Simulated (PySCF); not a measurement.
SMILES c1nccc(C=Cc2sccc2)c1, singlet at its GFN2-xTB optimised geometry (Å):

```
22

C      0.4836     0.0465     0.0001
C     -0.8589    -0.0105     0.0001
C     -1.7195     1.1298     0.0000
C     -3.0930     1.1298     0.0000
C     -3.6511     2.4202    -0.0001
C     -2.7056     3.3976    -0.0002
S     -1.1112     2.7636     0.0000
C      1.3897    -1.0812     0.0002
C      0.9747    -2.4175     0.0002
C      1.9295    -3.4173     0.0002
N      3.2336    -3.1922     0.0003
C      3.6359    -1.9316     0.0003
C      2.7709    -0.8533     0.0003
H      0.9567     1.0215     0.0001
H     -1.3744    -0.9616     0.0001
H     -3.6772     0.2267     0.0001
H     -4.7085     2.6156    -0.0001
H     -2.8467     4.4603    -0.0002
H     -0.0723    -2.6762     0.0001
H      1.6389    -4.4603     0.0002
H      4.7085    -1.7852     0.0004
H      3.1546     0.1562     0.0003
```

Method: PBE0/def2-SVP (PySCF). Cells within 0.4 Å of a nucleus heavier than hydrogen are left out (blank, or x).

Map of the deformation density (molecule minus spherical neutral atoms) (e/bohr³) on the plane z = 0.0 Å:

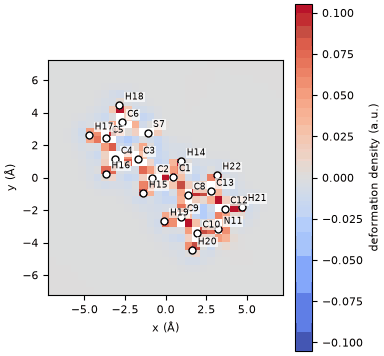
Figure. Deformation density (molecule minus spherical neutral atoms) (e/bohr³) on the plane z = 0.0 Å.
